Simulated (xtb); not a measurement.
System: H3Si, doublet: map of symmetric stretch and umbrella angle. Scanned: Si-H bond length and angle between the Si-H bonds and the threefold axis (90 = planar).

Cartesian coordinates as functions of the variables (Å; names that start with a are angles):
```
Si  0  0  0
H  r*sin(a)*cos(0*2*pi/3+0)  r*sin(a)*sin(0*2*pi/3+0)  0+r*cos(a)
H  r*sin(a)*cos(1*2*pi/3+0)  r*sin(a)*sin(1*2*pi/3+0)  0+r*cos(a)
H  r*sin(a)*cos(2*2*pi/3+0)  r*sin(a)*sin(2*2*pi/3+0)  0+r*cos(a)
```

Method: GFN1-xTB run with xtb.

Energy in mEh above the lowest grid point; x is the Si-H bond length (Å), y the angle between the Si-H bonds and the threefold axis (90 = planar) (°).

| y \ x | 1.30 | 1.37 | 1.44 | 1.51 | 1.58 | 1.64 | 1.71 | 1.78 | 1.85 |
|---|---|---|---|---|---|---|---|---|---|
| 130 | 71.3 | 41.3 | 27.7 | 24.8 | 29.3 | 37.5 | 50.9 | 67.1 | 85.0 |
| 126 | 55.5 | 26.9 | 14.5 | 12.8 | 18.4 | 27.4 | 41.7 | 58.7 | 77.2 |
| 122 | 44.8 | 17.3 | 6.0 | 5.3 | 11.8 | 21.5 | 36.4 | 54.0 | 73.1 |
| 118 | 38.3 | 11.9 | 1.4 | 1.5 | 8.7 | 18.9 | 34.4 | 52.4 | 71.8 |
| 114 | 35.2 | 9.7 | 0.0 | 0.7 | 8.5 | 19.1 | 34.9 | 53.2 | 72.7 |
| 110 | 35.1 | 10.3 | 1.2 | 2.5 | 10.7 | 21.6 | 37.6 | 56.0 | 75.5 |
| 106 | 37.3 | 13.1 | 4.6 | 6.4 | 14.9 | 26.1 | 42.2 | 60.6 | 79.9 |
| 102 | 41.2 | 17.7 | 9.8 | 12.1 | 21.0 | 32.3 | 48.6 | 66.8 | 85.9 |
| 98 | 46.2 | 23.4 | 16.2 | 19.1 | 28.5 | 40.2 | 56.6 | 74.7 | 93.4 |
| 94 | 50.9 | 28.9 | 22.5 | 26.3 | 36.6 | 49.0 | 66.0 | 84.3 | 102.5 |
| 90 | 53.0 | 31.4 | 25.6 | 30.1 | 41.6 | 55.4 | 74.6 | 94.3 | 112.1 |

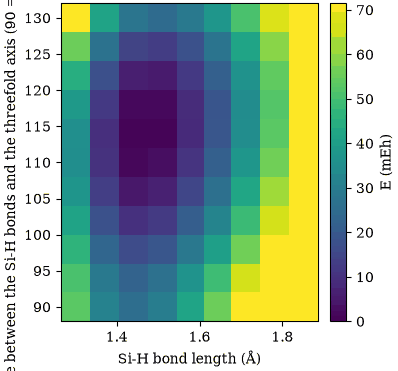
Fig. 1. Energy surface, cut off at 71 mEh.

Points that lie below all their neighbours on the grid: x = 1.44, y = 114 (0.0 mEh).
